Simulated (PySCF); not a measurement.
Consider C$_{2}$H$_{3}$NO.

```yaml
atoms:
  - { symbol: N, position_ang: [1.5094, -0.0614, 0.1286] }
  - { symbol: C, position_ang: [0.3764, 0.4532, 0.2911] }
  - { symbol: C, position_ang: [-0.9173, -0.1246, -0.1760] }
  - { symbol: O, position_ang: [-1.9906, 0.3836, -0.0099] }
  - { symbol: H, position_ang: [1.5124, -0.9534, -0.3702] }
  - { symbol: H, position_ang: [0.3164, 1.4014, 0.8166] }
  - { symbol: H, position_ang: [-0.8033, -1.0940, -0.7072] }
```

Geometry: GFN2-xTB.

All numbers below come from PySCF 2.14.0, PBE0/def2-SVPD, SCF density, gas phase.

Q: Predict the electron density and electron localisation function between the atoms.

A: C–O (1.20 Å): the density is about 3.4 e/Å³ at the midpoint; the ELF peaks at about 0.85 between the atoms: a short, multiple covalent bond.
C–N (1.25 Å): ρ at the midpoint is about 2.9 e/Å³; the ELF peaks at about 0.90 between the atoms; a short, multiple covalent bond.
C–C (1.49 Å): ρ is about 1.8 e/Å³ halfway; the ELF peaks at about 0.95 between the atoms: a shared electron pair.
N–H (1.02 Å): ρ is about 2.8 e/Å³ halfway; the ELF climbs to about 1 towards the hydrogen, as it does in any bond to H (an ordinary covalent bond to hydrogen).

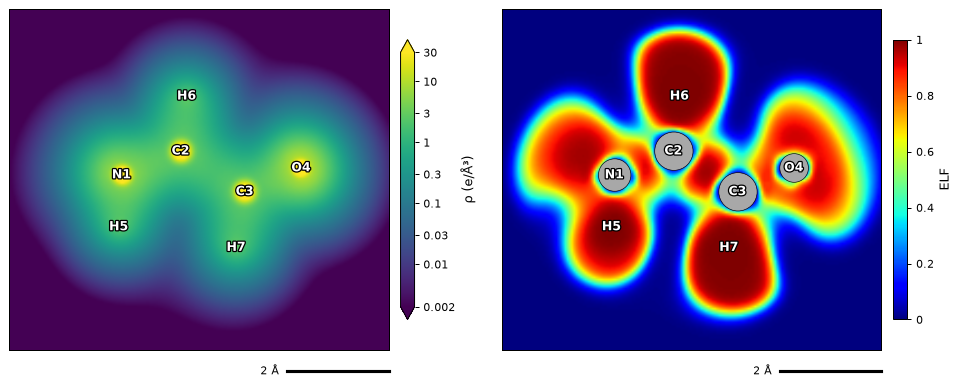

Computed electron density and electron localisation function on the molecular plane, in this order. Grey discs cover the atomic cores in the ELF map. 
